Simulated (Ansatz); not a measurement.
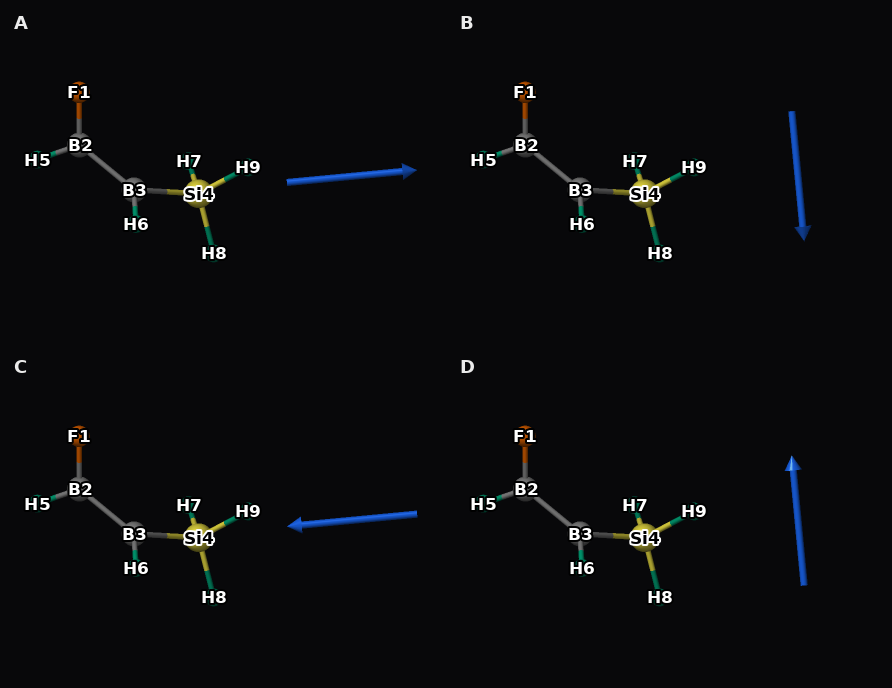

The same molecule four times, each with an arrow. The computed structure is the end point of a PBE0-D4/def2-TZVP optimisation. No frequency run is at hand to confirm it as a minimum. Method: RKS PBE0-D4/def2-TZVP (Ansatz 0.2.0).

Which arrow points along the dipole moment, from the negative to the positive end?

B. The dipole moment is 0.93 D; it points from the side of F1 to the side of H8 (the outermost atoms at the two ends).
